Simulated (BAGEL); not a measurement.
# SiH2S (SMILES [SiH]S) at PBE0/def2-TZVP (density fitting with qzvpp-jkfit)

Aim: the energy change on altering one bond length of SiH2S at PBE0/def2-TZVP (density fitting with qzvpp-jkfit), from 2 runs. 

The results are computed with BAGEL 1.2.2.

2 further runs of the same task are left out: 2 set aside as unsound or not needed.

## (1) Starting point

SiH2S has 4 atoms, charge 0, and is taken as a singlet. SMILES: `[SiH]S`. The shape is that of a PBE0-D4/def2-TZVP optimisation.

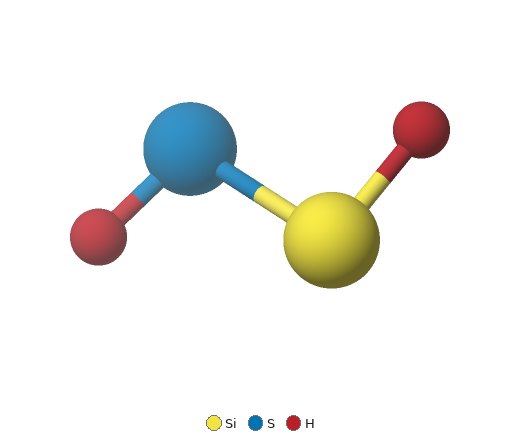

The structure, seen from a chosen angle (silicon yellow, sulfur blue, hydrogen red).

## (2) The energy at PBE0/def2-TZVP (density fitting with qzvpp-jkfit)

File input.json:

```json
{ "bagel" : [

{
  "title" : "molecule",
  "basis" : "def2-tzvp.json",
  "df_basis" : "qzvpp-jkfit",
  "angstrom" : "true",
  "geometry" : [
    { "atom" : "Si", "xyz" : [      -0.262800,      -1.074400,       0.161100 ] },
    { "atom" : "S", "xyz" : [       0.190500,       0.958800,      -0.206600 ] },
    { "atom" : "H", "xyz" : [       1.017500,      -1.190800,       0.981400 ] },
    { "atom" : "H", "xyz" : [      -0.889700,       1.246000,      -0.956200 ] }
  ]
},

{ "title" : "ks", "xc_func" : "pbe0", "charge" : 0 },

{ "title" : "print", "file" : "orbitals.molden", "orbitals" : "true" }

]}
```

The basis set def2-TZVP is read from a file made from the Basis Set Exchange's data (not shown).

Launch:

```console
BAGEL_NUM_THREADS=1 BAGEL input.json > input.out
```

Standard output:

```text
* using 1 threads per process

  ===============================================================
  ===============================================================

  *** Geometry ***

  { "atom" : "Si", "xyz" : [     -0.496620,     -2.030322,      0.304435 ] },
  { "atom" : "S", "xyz" : [      0.359993,      1.811869,     -0.390417 ] },
  { "atom" : "H", "xyz" : [      1.922796,     -2.250286,      1.854577 ] },
  { "atom" : "H", "xyz" : [     -1.681289,      2.354599,     -1.806956 ] },

  Number of auxiliary basis functions:      292

  Since a DF basis is specified, we compute 2- and 3-index integrals:
    o Being stored without compression. Storage requirement is 0.017 GB

  Number of basis functions:       86
  Number of electrons      :       32

    * METHOD: MOLECULE                             0.08

  *** Kohn-Sham DFT ***

    * Removing 5285 points whose weight is below 1.00e-10
    * Grid points: 54339

  === Nuclear Repulsion ===
    73.3930779373

       - DIIS with orbital gradients will be used.

  === KS iteration (pbe0 / def2-tzvp.json) ===
      0       -620.62553544          0.24609009           0.14
      1       -583.86114548          0.50203913           0.14
      2       -642.80865828          0.21201928           0.14
      3       -672.09039659          0.17573210           0.14
      4       -684.29549757          0.08478871           0.14
      5       -680.26060336          0.10268137           0.14
      6       -688.25536109          0.03280854           0.14
      7       -688.55865740          0.01229467           0.14
      8       -688.61249274          0.00593340           0.14
      9       -688.62286053          0.00073793           0.14
     10       -688.62305804          0.00019278           0.14
     11       -688.62306649          0.00007929           0.14
     12       -688.62306849          0.00000772           0.14
     13       -688.62306854          0.00000255           0.14
     14       -688.62306854          0.00000074           0.14
     15       -688.62306854          0.00000046           0.14
     16       -688.62306854          0.00000008           0.15
     17       -688.62306854          0.00000005           0.14
     18       -688.62306854          0.00000001           0.14
    * SCF iteration converged.

    * Permanent dipole moment:
           (    0.220370,    -0.033341,     0.145075) a.u.

    * METHOD: KS                                   2.90

    * METHOD: PRINT                                0.01

  ===============================================================
```

It took 3.3 s on 1 thread of Arm Neoverse V2, shared host; peak memory 0.23 GiB.

## (3) The distorted shape

File dft.json:

```json
{ "bagel" : [

{
  "title" : "molecule",
  "basis" : "def2-tzvp.json",
  "df_basis" : "qzvpp-jkfit",
  "angstrom" : true,
  "geometry" : [
    { "atom" : "Si", "xyz" : [      -0.330791,      -1.379361,       0.216252 ] },
    { "atom" : "S", "xyz" : [       0.190500,       0.958800,      -0.206600 ] },
    { "atom" : "H", "xyz" : [       0.949509,      -1.495761,       1.036552 ] },
    { "atom" : "H", "xyz" : [      -0.889700,       1.246000,      -0.956200 ] }
  ]
},

{ "title" : "ks", "xc_func" : "pbe0" },

{ "title" : "print", "file" : "orbitals.molden", "orbitals" : true }

]}
```

The basis set def2-TZVP is read from a file made from the Basis Set Exchange's data (not shown).

Launch:

```console
BAGEL_NUM_THREADS=1 BAGEL dft.json > dft.out
```

Standard output:

```text
* using 1 threads per process

  ===============================================================
  ===============================================================

  *** Geometry ***

  { "atom" : "Si", "xyz" : [     -0.625104,     -2.606615,      0.408657 ] },
  { "atom" : "S", "xyz" : [      0.359993,      1.811869,     -0.390417 ] },
  { "atom" : "H", "xyz" : [      1.794312,     -2.826579,      1.958799 ] },
  { "atom" : "H", "xyz" : [     -1.681289,      2.354599,     -1.806956 ] },

  Number of auxiliary basis functions:      292

  Since a DF basis is specified, we compute 2- and 3-index integrals:
    o Being stored without compression. Storage requirement is 0.017 GB

  Number of basis functions:       86
  Number of electrons      :       32

    * METHOD: MOLECULE                             0.07

  *** Kohn-Sham DFT ***

    * Removing 4969 points whose weight is below 1.00e-10
    * Grid points: 54655

  === Nuclear Repulsion ===
    65.5102136029

       - DIIS with orbital gradients will be used.

  === KS iteration (pbe0 / def2-tzvp.json) ===
      0       -619.99556850          0.24034946           0.14
      1       -584.41872585          0.49469404           0.15
      2       -641.95776145          0.20670950           0.14
      3       -671.00528134          0.16762958           0.14
      4       -683.12765851          0.07805141           0.14
      5       -676.86215828          0.10837924           0.14
      6       -685.98513636          0.07289921           0.14
      7       -687.57693620          0.04687085           0.14
      8       -688.43479429          0.02124466           0.14
      9       -688.53386947          0.01236766           0.14
     10       -688.59999076          0.00328971           0.14
     11       -688.60396268          0.00052449           0.14
     12       -688.60408068          0.00011194           0.14
     13       -688.60408687          0.00002252           0.13
     14       -688.60408722          0.00001233           0.14
     15       -688.60408727          0.00000595           0.14
     16       -688.60408728          0.00000398           0.14
     17       -688.60408729          0.00000092           0.14
     18       -688.60408729          0.00000029           0.14
     19       -688.60408729          0.00000007           0.14
     20       -688.60408729          0.00000002           0.15
     21       -688.60408729          0.00000001           0.15
    * SCF iteration converged.

    * Permanent dipole moment:
           (    0.302074,     0.470725,     0.035087) a.u.

    * METHOD: KS                                   3.32

    * METHOD: PRINT                                0.01

  ===============================================================
```

Wall time 3.6 s (1 thread of Arm Neoverse V2, shared host); peak memory 0.23 GiB.

## (4) Outcome

Level: PBE0/def2-TZVP (density fitting with qzvpp-jkfit).

| quantity | value |
| --- | --- |
| first shape: total energy | -688.62307 Eh |
| first shape: dipole moment | 0.68 D |
| first shape: HOMO energy | -6.87 eV |
| first shape: LUMO energy | -2.49 eV |
| first shape: HOMO–LUMO gap | 4.38 eV |
| distorted shape: total energy | -688.60409 Eh |
| distorted shape: dipole moment | 1.42 D |
| distorted shape: HOMO energy | -7.24 eV |
| distorted shape: LUMO energy | -3.04 eV |
| distorted shape: HOMO–LUMO gap | 4.19 eV |
| energy change with the Si1–S2 bond stretched from 2.115 to 2.433 Å | 0.517 eV |

**Reading.** With the Si1–S2 bond stretched from 2.115 to 2.433 Å the energy rises by 0.52 eV (11.9 kcal/mol).
